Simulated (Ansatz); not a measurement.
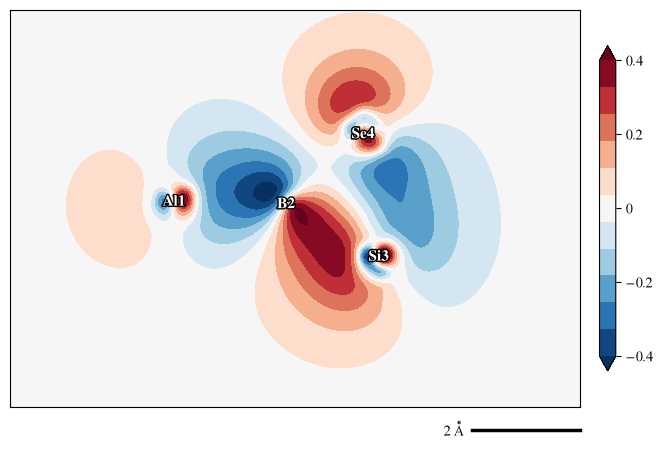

*AlBH4SeSi (SMILES [AlH2][B]1[SiH2][Se]1). One frontier orbital on the plane of atoms Si3, B2 and Se4 (values in Å⁻³ᐟ²; the overall sign is arbitrary).*

Geometry: PBE0-D4/def2-TZVP.

The calculation used RKS PBE0-D4/def2-TZVPP (Ansatz).

```xyz
8

Al   -0.9464    1.8048   -0.4895
B     0.1066    0.0180   -0.3148
Si    0.7068   -1.5376    0.7189
Se    1.2012   -1.0800   -1.4600
H    -2.4749    1.7988   -0.9281
H    -0.2480    3.1891   -0.1361
H     1.8712   -1.5028    1.6340
H    -0.1245   -2.7472    0.9198
```

Q: Which orbital is it: HOMO or LUMO?

A: The HOMO, at −6.89 eV. It lies mainly on Si3 (about 30 %), Se4 (about 25 %), B2 (about 25 %) and Al1 (about 15 %).
